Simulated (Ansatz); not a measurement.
The parent structure is WSe2 (space group P6_3/mmc, No. 194; a = 3.300 Å, c = 13.151 Å; layered, stacked along the Cartesian z axis).

Now apply this change: electron doping at 2.0×10^21 cm⁻³ (0.248 per cell), with a uniform compensating background at fixed cell and a 300 K Fermi–Dirac width.

Computed with Kohn–Sham DFT with the r2SCAN+rVV10 functional, run in Ansatz (an electronic-structure program) with PAW and 500 eV plane waves, scalar-relativistic without spin-orbit coupling.

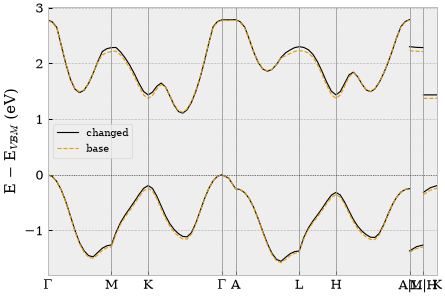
*Highest valence and lowest conduction band along the path, each from its own valence-band maximum*

Question: From the figure, how large is the changed gap, and is it direct?

Answer: About 1.1 eV, indirect, Γ → K–Γ (47 % along).

Carriers are added with a uniform compensating background; total energy and stress of such cells depend on the potential's zero and are not compared; many-body gap narrowing is missing at this level. Spin-orbit coupling, missing from the scalar runs, can matter with W. No phonon test of stability was made.
